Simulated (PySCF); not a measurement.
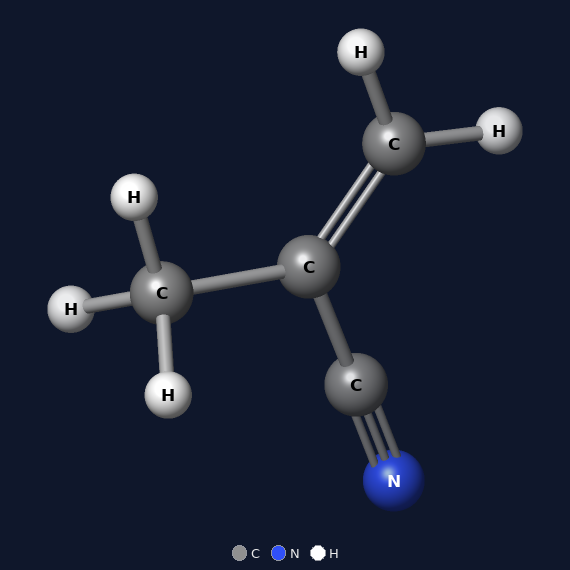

The picture shows a molecular structure as a ball-and-stick model. Double and triple bonds are drawn as two and three sticks.

Computed geometry: GFN2-xTB optimisation. No frequency run is at hand to confirm it as a minimum.

What is the molecular formula?

Answer. C4H5N, 10 atoms: 4 carbon, 5 hydrogen and 1 nitrogen.

Does it have rings?

Answer. It has no ring.

How many bonds of each kind are drawn?

Answer. 5 C–H, 3 C–C, 1 C–N.

Give the symmetry (Schoenflies symbol).

Answer. Cs.

More results for the same structure follow; atom numbers are the same in all pictures, views and colours differ.

**Electronic properties**

No frequency run is at hand to confirm it as a minimum. Properties computed with PBE0/def2-SVPD, gas phase (PySCF 2.14.0). Excitations: vertical, linear response.

Give the dipole moment at this level.

Answer. 4.02 D.

What is the lowest vertical singlet excitation?

Answer. 6.38 eV.

What is the HOMO–LUMO gap?

Answer. 6.71 eV.

Give the mean static polarisability at this level.

Answer. 52.6 bohr³.

**Quadrupole coupling**

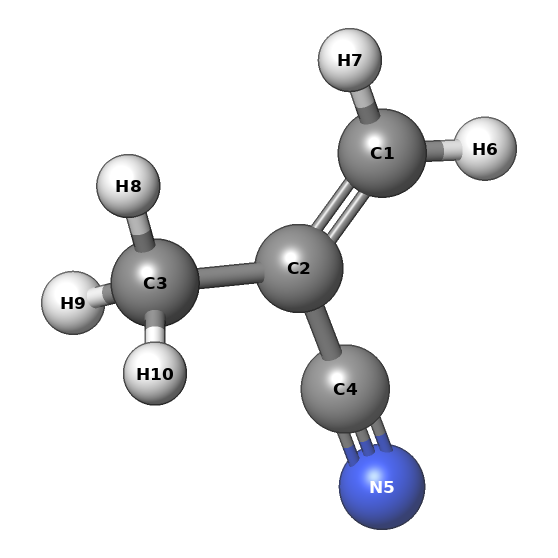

No frequency run is at hand to confirm it as a minimum. Electric field gradients from the ground-state density, PBE0/pcSseg-1 (PySCF 2.14.0), non-relativistic apart from any core potentials.

Give the largest field-gradient component, the quadrupole coupling constant and the asymmetry for 14N at N5 (Q = 20.44 mb), 2H at H6 (Q = 2.86 mb), 2H at H7 (Q = 2.86 mb).

```json
{"atom": "N5", "V_zz (a.u.)": "−0.975", "e²qQ/h (MHz)": "−4.68", "η": "0.01"}
{"atom": "H6", "V_zz (a.u.)": "0.331", "e²qQ/h (MHz)": "0.222", "η": "0.05"}
{"atom": "H7", "V_zz (a.u.)": "0.333", "e²qQ/h (MHz)": "0.224", "η": "0.05"}
```

**NMR shielding**

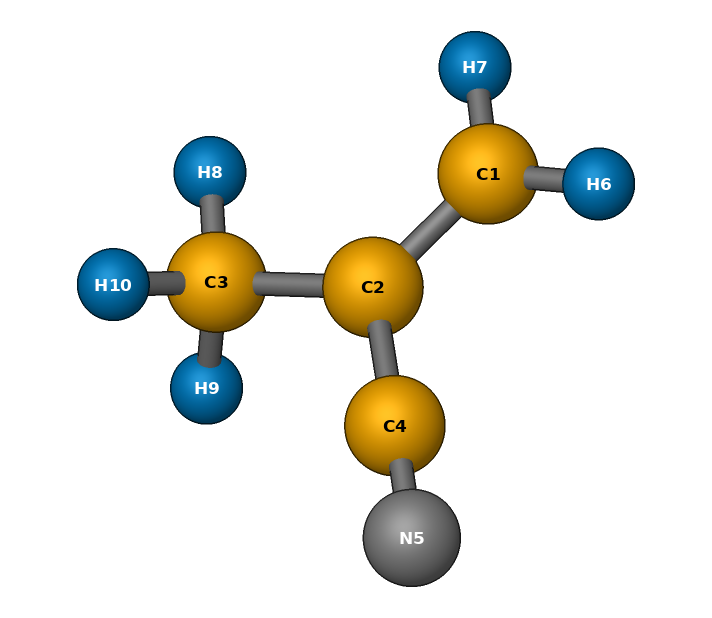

No frequency run is at hand to confirm it as a minimum. Properties computed with GIAO PBE0/pcSseg-1 NMR shielding, non-relativistic, gas phase (PySCF 2.14.0). Principal shieldings σ11 ≤ σ22 ≤ σ33, span Ω = σ33 − σ11, skew κ = 3(σiso − σ22)/Ω.

Which C atom has the most anisotropic shielding?

Answer. C4, with a span of 353 ppm.

Give the shielding tensors of the C atoms.

```
atom    σ11    σ22    σ33   σiso      Ω      κ
  C1  −74.4   62.8  154.7   47.7  229.1  −0.20
  C2  −57.6   79.0  159.3   60.2  216.9  −0.26
  C3  149.3  149.8  187.1  162.1   37.8   0.97
  C4  −58.4  −47.1  295.0   63.2  353.4   0.94
```

Shieldings and span in ppm.

**Bond orders**

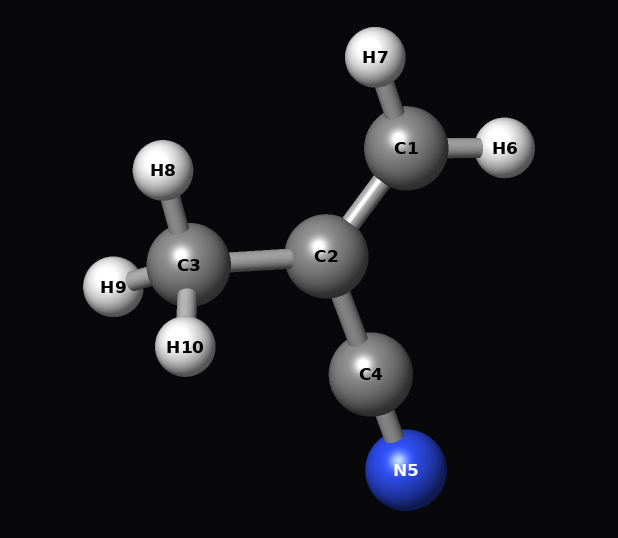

Every bond is drawn as one stick. No frequency run is at hand to confirm it as a minimum. Method: PBE0/pcSseg-1 (PySCF 2.14.0).

List the Mayer bond orders of C1–C2, C1–H6, C1–H7, C2–C3, C2–C4, C3–H8, C3–H9, C4–N5 (one bond of each equivalent set).

| bond | Mayer order | length (Å) |
| --- | --- | --- |
| C1–C2 | 1.92 | 1.331 |
| C1–H6 | 0.94 | 1.077 |
| C1–H7 | 0.94 | 1.077 |
| C2–C3 | 1.04 | 1.498 |
| C2–C4 | 1.02 | 1.418 |
| C3–H8 | 0.95 | 1.087 |
| C3–H9 | 0.95 | 1.090 |
| C4–N5 | 3.03 | 1.146 |
